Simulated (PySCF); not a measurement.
# Si2NH7, one molecule: structure

What structure should one expect for `[SiH3]N[SiH3]`?

Computed with PySCF 2.14.0; each step states its level. No surroundings beyond the atoms listed, unless a continuum is named. Atoms count from 0, parts from 1.

### Step 1. Starting point

10 atoms, charge 0, multiplicity 1; geometry: GFN2-xTB.

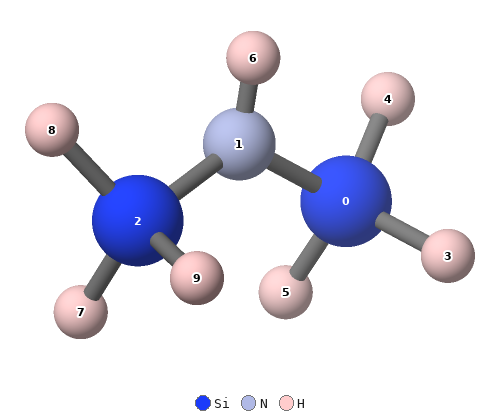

The starting geometry (silicon blue, nitrogen light blue, hydrogen pink), atoms numbered.

### Step 2. Optimising the geometry at PBE0-D3(BJ)/def2-SVPD

What the job is given:

```
{"job": {"xc": "PBE0", "basis": "def2-SVPD", "d3": "d3bj", "grid": 2, "kind": "geom"}, "charge": 0, "multiplicity": 1}
Si     1.537447    -0.261020     0.175872
N      0.067144     0.583030    -0.178721
Si    -1.561744    -0.005349    -0.150047
H      1.686229    -0.524774     1.612893
H      2.620113     0.609155    -0.285177
H      1.489074    -1.522900    -0.557230
H      0.146079     1.586697    -0.149678
H     -1.571807    -1.277750    -0.866426
H     -2.363230     1.017986    -0.822465
H     -2.049305    -0.205075     1.220978
```

Run with:

```sh
OMP_NUM_THREADS=1 python cluster_run.py task.json out
```

The driver reads the jobs from task.json and runs them one after another.

Standard output:

```text
step   0  E = -637.44106984  max force = 0.011615
step   1  E = -637.44425422  max force = 0.002707
step   2  E = -637.44437292  max force = 0.001092
step   3  E = -637.44439651  max force = 0.000495
step   4  E = -637.44441940  max force = 0.000969
step   5  E = -637.44450117  max force = 0.002393
step   6  E = -637.44457046  max force = 0.002415
step   7  E = -637.44463603  max force = 0.001195
step   8  E = -637.44466630  max force = 0.000868
step   9  E = -637.44467888  max force = 0.000888
step  10  E = -637.44469282  max force = 0.000694
step  11  E = -637.44470137  max force = 0.000368
optimisation converged
```

Wall time 50 s (1 thread of Arm Neoverse V2, shared host); peak memory 0.55 GiB.

Relaxation path:

```
step  energy from step 0 (eV)  largest force component (eV/Å)
   0                   0.0000                          0.5973
   1                  -0.0867                          0.1392
   2                  -0.0899                          0.0562
   3                  -0.0905                          0.0255
   4                  -0.0911                          0.0498
   5                  -0.0934                          0.1231
   6                  -0.0953                          0.1242
   7                  -0.0970                          0.0614
   8                  -0.0979                          0.0446
   9                  -0.0982                          0.0457
  10                  -0.0986                          0.0357
  11                  -0.0988                          0.0189
```

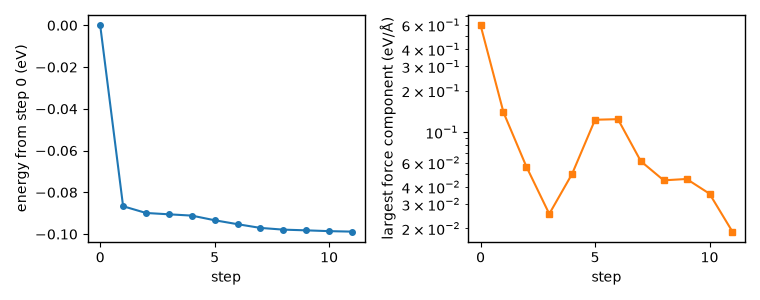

Energy and force, step by step.

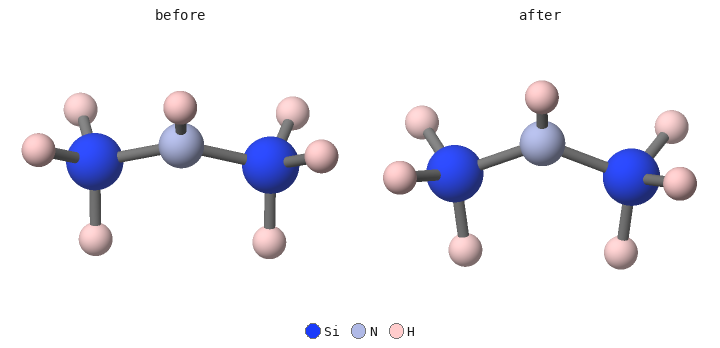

The geometry before (left) and after (right).

Distances of close pairs at the start and the end, largest changes first:

```
  bond  before (Å)  after (Å)  change (Å)
Si2–H8       1.463      1.495      +0.031
Si0–H4       1.464      1.494      +0.031
Si0–H5       1.460      1.491      +0.031
Si2–H7       1.460      1.491      +0.031
Si0–H3       1.469      1.497      +0.028
Si2–H9       1.469      1.497      +0.028
N1–Si2       1.732      1.745      +0.013
Si0–N1       1.732      1.745      +0.013
```

The end geometry:

```xyz
10

Si    1.5422   -0.2502    0.1387
N     0.0366    0.6300    0.0828
Si   -1.5710    0.0084   -0.1894
H     2.0273   -0.4857    1.5351
H     2.6087    0.5046   -0.5867
H     1.3121   -1.5689   -0.5174
H     0.0932    1.6155    0.3192
H    -1.4280   -1.3455   -0.7967
H    -2.3239    0.9087   -1.1147
H    -2.3697   -0.1103    1.0711
```

```
                         at the end point                 value
  point group (found at 0.08 Å tolerance)                    Cs
rotational constants (GHz, main isotopes)  24.571, 2.971, 2.824
                        dipole moment (D)                  0.84
```

### Step 3. Outcome

```
                            quantity                  value
                         point group                     Cs
rotational constants (main isotopes)  24.57, 2.97, 2.82 GHz
```

**Reading.** Relaxing lowered the energy by 0.099 eV in 11 steps; the close pair that moved most is Si2–H8, from 1.463 to 1.495 Å. No frequency check was run at this level, so the end point may be a saddle.
